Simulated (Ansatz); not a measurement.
# BH3SOF2: nudged elastic band

System: BH3SOF2.
Method: RKS r2SCAN/def2-SVP (Ansatz 0.2.0).

One setting was made poor on purpose. It belongs to a series of runs on one base structure; here: band between the two ends.

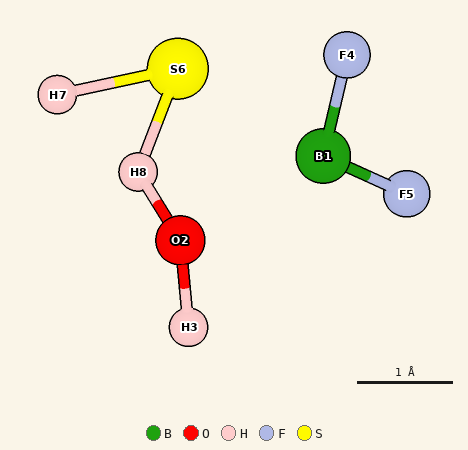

The input geometry (ball-and-stick view, seen at a tilt; atoms are numbered from 1 in the order of the input). Bond lengths as drawn: B–F 1.32 Å, H–O 1.01 to 1.12 Å and H–S 1.38 to 1.40 Å.

## The input
```yaml
crystal:
  periodic: [false, false, false]
  atoms:
    - { symbol: B, position_ang: [0.0, 0.0, 0.0] }
    - { symbol: O, position_ang: [0.0, 0.0, 1.76] }
    - { symbol: H, position_ang: [-0.9095, -0.2814, 2.0971] }
    - { symbol: F, position_ang: [1.1431, 0.0, -0.66] }
    - { symbol: F, position_ang: [-1.1431, 0.0, -0.66] }
    - { symbol: S, position_ang: [0.0982, 2.076, 0.6906] }
    - { symbol: H, position_ang: [0.6507, 2.1151, 1.9763] }
    - { symbol: H, position_ang: [0.0529, 1.1186, 1.6867] }
basis:
  gaussian: { orbitals: def2-SVP }
hamiltonian:
  xc: r2scan
neb:
  order_check: false
  images: 9
  f_tol: 0.03
  max_iterations: 60
  final_atoms:
    - { symbol: B, position_ang: [0.0, 0.0, 0.0] }
    - { symbol: O, position_ang: [0.0, 0.0, 1.76] }
    - { symbol: H, position_ang: [-0.9095, -0.2814, 2.0971] }
    - { symbol: F, position_ang: [1.1431, 0.0, -0.66] }
    - { symbol: F, position_ang: [-1.1431, 0.0, -0.66] }
    - { symbol: S, position_ang: [0.0982, 2.076, 0.6906] }
    - { symbol: H, position_ang: [0.6507, 2.1151, 1.9763] }
    - { symbol: H, position_ang: [0.0529, 1.1186, 1.6867] }
  initial_path:
    images:
      - { positions_ang: [[0.0, 0.0, 0.0], [0.0, 0.0, 1.76], [-0.9095, -0.2814, 2.0971], [1.1431, 0.0, -0.66], [-1.1431, 0.0, -0.66], [0.0982, 2.076, 0.6906], [0.6507, 2.1151, 1.9763], [0.0529, 1.1186, 1.6867]] }
      - { positions_ang: [[0.0, 0.0, 0.0], [0.0, 0.0, 1.76], [-0.9095, -0.2814, 2.0971], [1.1431, 0.0, -0.66], [-1.1431, 0.0, -0.66], [0.0982, 2.076, 0.6906], [0.6507, 2.1151, 1.9763], [0.0529, 1.1186, 1.6867]] }
      - { positions_ang: [[0.0, 0.0, 0.0], [0.0, 0.0, 1.76], [-0.9095, -0.2814, 2.0971], [1.1431, 0.0, -0.66], [-1.1431, 0.0, -0.66], [0.0982, 2.076, 0.6906], [0.6507, 2.1151, 1.9763], [0.0529, 1.1186, 1.6867]] }
      - { positions_ang: [[0.0, 0.0, 0.0], [0.0, 0.0, 1.76], [-0.9095, -0.2814, 2.0971], [1.1431, 0.0, -0.66], [-1.1431, 0.0, -0.66], [0.0982, 2.076, 0.6906], [0.6507, 2.1151, 1.9763], [0.0529, 1.1186, 1.6867]] }
      - { positions_ang: [[0.0, 0.0, 0.0], [0.0, 0.0, 1.76], [-0.9095, -0.2814, 2.0971], [1.1431, 0.0, -0.66], [-1.1431, 0.0, -0.66], [0.0982, 2.076, 0.6906], [0.6507, 2.1151, 1.9763], [0.0529, 1.1186, 1.6867]] }
      - { positions_ang: [[0.0, 0.0, 0.0], [0.0, 0.0, 1.76], [-0.9095, -0.2814, 2.0971], [1.1431, 0.0, -0.66], [-1.1431, 0.0, -0.66], [0.0982, 2.076, 0.6906], [0.6507, 2.1151, 1.9763], [0.0529, 1.1186, 1.6867]] }
      - { positions_ang: [[0.0, 0.0, 0.0], [0.0, 0.0, 1.76], [-0.9095, -0.2814, 2.0971], [1.1431, 0.0, -0.66], [-1.1431, 0.0, -0.66], [0.0982, 2.076, 0.6906], [0.6507, 2.1151, 1.9763], [0.0529, 1.1186, 1.6867]] }
      - { positions_ang: [[0.0, 0.0, 0.0], [0.0, 0.0, 1.76], [-0.9095, -0.2814, 2.0971], [1.1431, 0.0, -0.66], [-1.1431, 0.0, -0.66], [0.0982, 2.076, 0.6906], [0.6507, 2.1151, 1.9763], [0.0529, 1.1186, 1.6867]] }
      - { positions_ang: [[0.0, 0.0, 0.0], [0.0, 0.0, 1.76], [-0.9095, -0.2814, 2.0971], [1.1431, 0.0, -0.66], [-1.1431, 0.0, -0.66], [0.0982, 2.076, 0.6906], [0.6507, 2.1151, 1.9763], [0.0529, 1.1186, 1.6867]] }
      - { positions_ang: [[0.0, 0.0, 0.0], [0.0, 0.0, 1.76], [-0.9095, -0.2814, 2.0971], [1.1431, 0.0, -0.66], [-1.1431, 0.0, -0.66], [0.0982, 2.076, 0.6906], [0.6507, 2.1151, 1.9763], [0.0529, 1.1186, 1.6867]] }
      - { positions_ang: [[0.0, 0.0, 0.0], [0.0, 0.0, 1.76], [-0.9095, -0.2814, 2.0971], [1.1431, 0.0, -0.66], [-1.1431, 0.0, -0.66], [0.0982, 2.076, 0.6906], [0.6507, 2.1151, 1.9763], [0.0529, 1.1186, 1.6867]] }
```

Machine: 2 threads of AMD EPYC (Zen 3), 32 GiB of memory available, shared host.

Run as:
```bash
ansatz run input.yaml --threads 2 --pin off --max-ram 3072MiB --backend cpu --events-out ev --progress --plain --runs-dir out
```

## Log
```
Error: invalid value for `neb.final_atoms`: is identical to crystal.atoms — the two endpoints must differ for a path to exist
```

## Outcome

| quantity | value |
| --- | --- |
| outcome | refused by the program |

## What went wrong

The program refused the input: “invalid value for `neb.final_atoms`: is identical to crystal.atoms — the two endpoints must differ for a path to exist” A deliberately poor setting: ends not relaxed.
